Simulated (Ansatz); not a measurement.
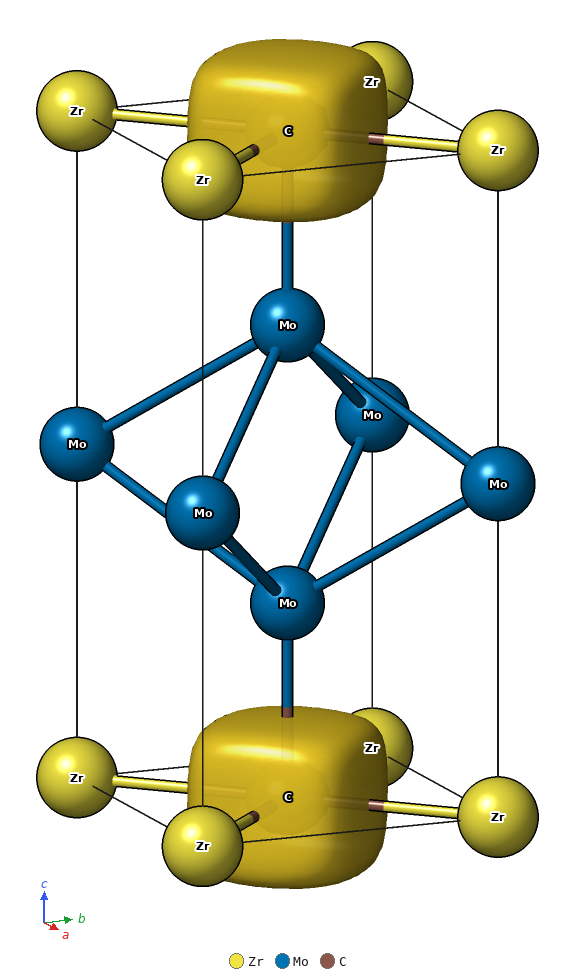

ZrMo₃C. Isosurface of the ELF at 0.55 (yellow), seen slightly off an axis. Only the valence region is drawn (cores and ρ < 0.01 e/Å³ removed). Sticks mark near contacts.

Space group P4/mmm; a generated structure, not necessarily the stable one; computed without spin polarisation.

Computed with DFT PBE, scalar-relativistic, plane waves, PAW (Ansatz).

```cif
data_structure
_symmetry_space_group_name_H-M 'P 1'
_symmetry_Int_Tables_number 1
_cell_length_a 3.2830
_cell_length_b 3.2830
_cell_length_c 7.0093
_cell_angle_alpha 90.000
_cell_angle_beta 90.000
_cell_angle_gamma 90.000
_cell_volume 75.55
loop_
_atom_site_label
_atom_site_type_symbol
_atom_site_fract_x
_atom_site_fract_y
_atom_site_fract_z
_atom_site_occupancy
Zr1 Zr 0.00000 0.00000 0.00000 1
Mo1 Mo 0.50000 0.50000 0.70856 1
Mo2 Mo 0.50000 0.50000 0.29144 1
Mo3 Mo 0.00000 0.00000 0.50000 1
C1 C 0.50000 0.50000 0.00000 1
```

Identify the bonds, lone pairs and shells in this picture.

The surface consists of one region wrapped around C (its valence shell), counted in one cell of 5 atoms. Regions shared between cells count once. Profiles from the grid: Mo–C (2.04 Å): the ELF peaks at about 0.80 in the valence shell of C, 0.6 Å from its nucleus, and is about 0.30 at the midpoint. Zr–C (2.32 Å): the ELF peaks at about 0.75 in the valence shell of C, 0.7 Å from its nucleus, and drops to about 0.20 between the two atoms (no localised pair shows between them).
